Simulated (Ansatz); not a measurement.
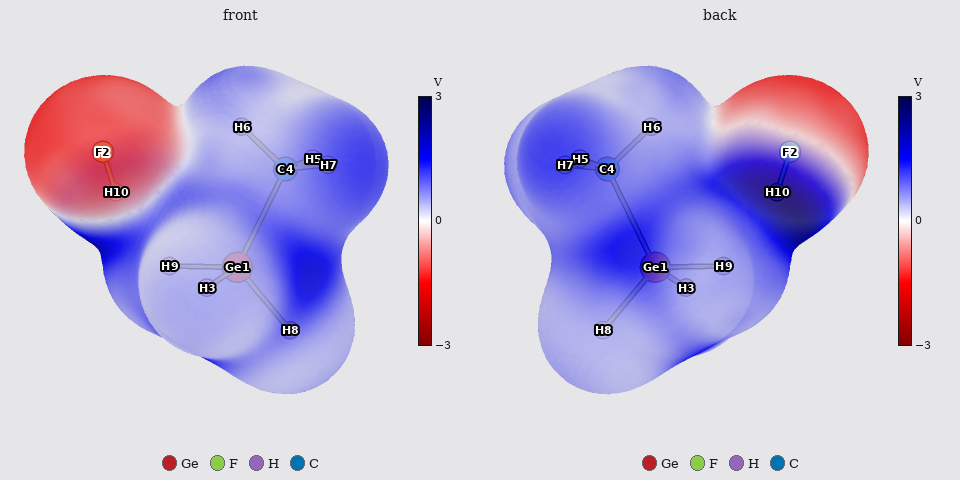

CH6Ge···HF. The electrostatic potential painted on the density surface at 0.004 e/bohr³, seen from the front and from behind; the colour scale runs from red (negative) to blue (positive).

All numbers below come from Ansatz 0.2.0, RKS PBE/def2-SVP.

```xyz
10

Ge    0.1462   -0.3681   -0.6280
F     0.6568    0.5903    2.3629
H     1.6598   -0.0684   -0.7477
C    -0.9145    1.2717   -0.4466
H    -1.9964    1.0406   -0.4847
H    -0.6701    1.7222    0.5339
H    -0.6705    1.9877   -1.2546
H    -0.3102   -1.2432   -1.8249
H    -0.0588   -1.2478    0.6571
H     0.3621   -0.2097    1.9610
```

Q: Where is the surface potential most negative and most positive?

A: The most negative region (about −1.2 V, or −28 kcal/mol for a unit charge) lies over F2, the most positive (about +2.6 V, or +60 kcal/mol for a unit charge) over H10.
